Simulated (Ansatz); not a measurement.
# One shape, several levels: SiH3 (silyl radical)

Wanted: a comparison of 6 runs (U-wB97X/3-21G, USVWN5/3-21G, U-r2SCAN0/6-31G*, UMP2/6-31G*, UCCSDT(Q)/3-21G, UCCSD/3-21G) of SiH3 (silyl radical). 

The results are computed with Ansatz 0.2.0.

61 further runs of the same task are left out: 61 set aside as unsound or not needed.

## 1. The structure to begin with

SiH3 has 4 atoms, charge 0, and is taken as a doublet. SMILES: `[SiH3]`. The H2–Si1 distance was set to 2.173 Å, away from the relaxed value. At this shape a bond of the SMILES string is far longer than usual.

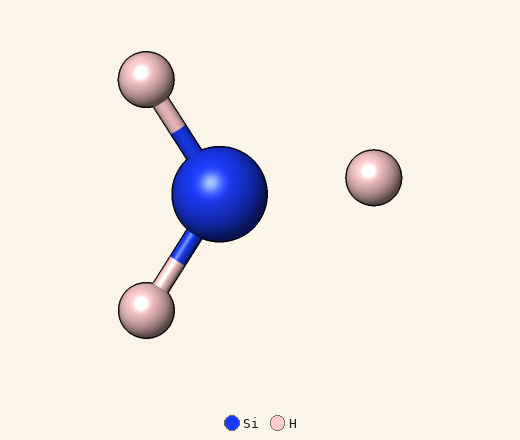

Viewed from a chosen angle; silicon blue, hydrogen pink.

## 2. The energy at U-wB97X/3-21G (run 1)

The input, input.yaml:

```yaml
crystal:
  periodic: [false, false, false]
  atoms:
    - {symbol: Si, position_ang: [0.016295, -0.359221, -0.725422]}
    - {symbol: H, position_ang: [0.587110, 0.661780, 1.105640]}
    - {symbol: H, position_ang: [-0.385225, -1.741911, -0.566942]}
    - {symbol: H, position_ang: [-0.788975, 0.418389, -1.644272]}
basis:
  gaussian:
    orbitals: 3-21G.json
hamiltonian:
  xc: {name: wB97X}
magnetization:
  spin_polarized: true
  initial_magnetization: 1
accuracy: high
```

The basis set 3-21G is read from a file made from the Basis Set Exchange's data (not shown).

Started as:

```console
ansatz run input.yaml --threads 1 --pin off --max-ram 2610MiB --events-out events.jsonl --progress --plain --runs-dir runs
```

What it wrote:

```text
Warning: RAYON_NUM_THREADS=1 ignored (pool sized by the plan → 1); use --threads N
Functional definition: wB97X
  name "wB97X"
  parameter omega = 0.3/bohr
  parameter cx = 0.157706
  parameter cx1 = 0.726479
  parameter cx2 = 1.04760
  parameter cx3 = -5.70635
  parameter cx4 = 13.2794
  parameter css1 = -4.33879
  parameter css2 = 18.2308
  parameter css3 = -31.7430
  parameter css4 = 17.2901
  parameter cos1 = 2.37031
  parameter cos2 = -11.3995
  parameter cos3 = 6.58405
  parameter cos4 = -3.78132
  exchange = spin_sum(e_x_unif_sr(omega)*poly(b97_u_x, 1 - cx, cx1, cx2, cx3, cx4)) + cx*exact_x_sr(omega)
      + exact_x_lr(omega)
  correlation = spin_sum(e_c_pw_same_spin*poly(b97_u_same, 1, css1, css2, css3, css4))
      + integral(e_c_pw_opposite_spin*poly(b97_u_opposite, 1, cos1, cos2, cos3, cos4))
373 factors; integrals over basis functions are off by at most 2.8e-9 eV
158 factors; integrals over basis functions are off by at most 1.9e-9 eV
mean field evaluation 1: about -7880.1927 eV, gradient 3.4e0 eV
mean field evaluation 2: about -7880.3467 eV, gradient 1.1e0 eV
mean field evaluation 4: about -7880.3743 eV, gradient 2.2e-1 eV
mean field evaluation 8: about -7880.3707 eV, gradient 5.0e-2 eV
mean field evaluation 16: about -7880.3710 eV, gradient 5.3e-5 eV
mean field -7880.37104629 eV, -289.5982944438 hartree, gradient 3.7e-8 eV, S^2 0.752878; 2 other end points of the search recorded, 0 dependent functions left out
reference -7880.37104482 eV, -289.5982943897 hartree; 9, 8 occupied and 10, 11 virtual orbitals, 373 factors
Total energy: -7880.37104482 eV, -289.5982943897 hartree
```

Wall time 5.4 s (1 thread of Arm Neoverse V2, shared host); peak memory 0.29 GiB.

## 3. The energy at USVWN5/3-21G (run 2)

The input, molecule.yaml:

```yaml
crystal:
  periodic: [false, false, false]
  atoms:
    - {symbol: Si, position_ang: [0.016295, -0.359221, -0.725422]}
    - {symbol: H, position_ang: [0.587110, 0.661780, 1.105640]}
    - {symbol: H, position_ang: [-0.385225, -1.741911, -0.566942]}
    - {symbol: H, position_ang: [-0.788975, 0.418389, -1.644272]}
basis:
  gaussian: {orbitals: 3-21G.json}
magnetization: {spin_polarized: true, initial_magnetization: 1}
hamiltonian: {xc: {name: SVWN5}}
accuracy: high
```

The basis set 3-21G is read from a file made from the Basis Set Exchange's data (not shown).

Started as:

```console
ansatz run molecule.yaml --threads 1 --pin off --max-ram 2610MiB --events-out events.jsonl --progress --plain --runs-dir runs
```

What it wrote:

```text
Warning: RAYON_NUM_THREADS=1 ignored (pool sized by the plan → 1); use --threads N
Functional definition: SVWN5
  name "SVWN5"
  exchange = slater_x
  correlation = vwn5_c
373 factors; integrals over basis functions are off by at most 2.8e-9 eV
mean field evaluation 1: about -7848.1048 eV, gradient 4.9e0 eV
mean field evaluation 2: about -7848.0515 eV, gradient 5.0e0 eV
mean field evaluation 4: about -7848.3533 eV, gradient 1.6e-1 eV
mean field evaluation 8: about -7848.3437 eV, gradient 3.2e-2 eV
mean field evaluation 16: about -7848.3437 eV, gradient 3.8e-6 eV
mean field -7848.34370849 eV, -288.4213114887 hartree, gradient 8.9e-9 eV, S^2 0.752356; 0 other end points of the search recorded, 0 dependent functions left out
reference -7848.34371081 eV, -288.4213115739 hartree; 9, 8 occupied and 10, 11 virtual orbitals, 373 factors
Total energy: -7848.34371081 eV, -288.4213115739 hartree
```

Wall time 0.6 s (1 thread of Arm Neoverse V2, shared host); peak memory 0.093 GiB.

Runs 3 to 5 aren't shown in full; the table further down has their settings and results.

## 4. A single-point energy at UCCSD/3-21G (run 6)

Edit input.yaml of step 2 so:

```diff
@@ -1 +1,4 @@
+basis:
+  gaussian:
+    orbitals: 3-21G.json
 crystal:
@@ -7,7 +10,2 @@
     - {symbol: H, position_ang: [-0.788975, 0.418389, -1.644272]}
-basis:
-  gaussian:
-    orbitals: 3-21G.json
-hamiltonian:
-  xc: {name: wB97X}
 magnetization:
@@ -15,2 +13,7 @@
   initial_magnetization: 1
+correlation:
+  method: ccsd
+  frozen_orbitals: {H: 0, Si: 5}
 accuracy: high
+scf:
+  omitted_lower_state_checks: [cluster_reference, increment]
```

The basis set 3-21G is read from a file made from the Basis Set Exchange's data (not shown).

Started as:

```console
ansatz run input.yaml --threads 1 --pin off --max-ram 2610MiB --events-out events.jsonl --progress --plain --runs-dir runs
```

What it wrote:

```text
Warning: RAYON_NUM_THREADS=1 ignored (pool sized by the plan → 1); use --threads N
[... 13 lines left out ...]
5 core orbitals not correlated: weight in the atoms' cores, before any rotation towards them, 1.000 or more for the frozen orbitals, at most 0.000 for the correlated occupied ones
[... 32 lines left out ...]
Total energy: -7866.61070465 eV, -289.0926112155 hartree
Checks for a lower state left out: cluster_reference, increment
```

Run time: 0.2 s. Hardware: 1 thread of Arm Neoverse V2, shared host.

## 5. The series

```
run                                   level  frozen core orbitals  energy (Eh)   ⟨S²⟩  wall time
  1                           U-wB97X/3-21G                     –  -289.598294  0.753      5.4 s
  2                            USVWN5/3-21G                     –  -288.421312  0.752      0.6 s
  3  U-r2SCAN0/6-31G* (spherical functions)                     –  -291.102617  0.755      3.6 s
  4       UMP2/6-31G* (spherical functions)                     5  -290.594642  0.970     0.22 s
  5                         UCCSDT(Q)/3-21G                     5  -289.094855  1.036     0.64 s
  6                             UCCSD/3-21G                     5  -289.092611  1.036      0.2 s
```

## 6. What came out

| quantity | value |
| --- | --- |
| run 6: total energy | -289.09261 Eh |
| run 6: correlation energy (5 core orbitals frozen) | -80.8 mEh |
| run 6: ⟨S²⟩ of the reference determinant | 1.036 |
| run 6: T1 diagnostic | 0.071 |

In words: Totals of different functionals can't be ranked against each other. Spin contamination of the reference: run 5 ⟨S²⟩ = 1.04, run 6 ⟨S²⟩ = 1.04, run 4 ⟨S²⟩ = 0.97. All runs together took 11 s, the longest 5.4 s.
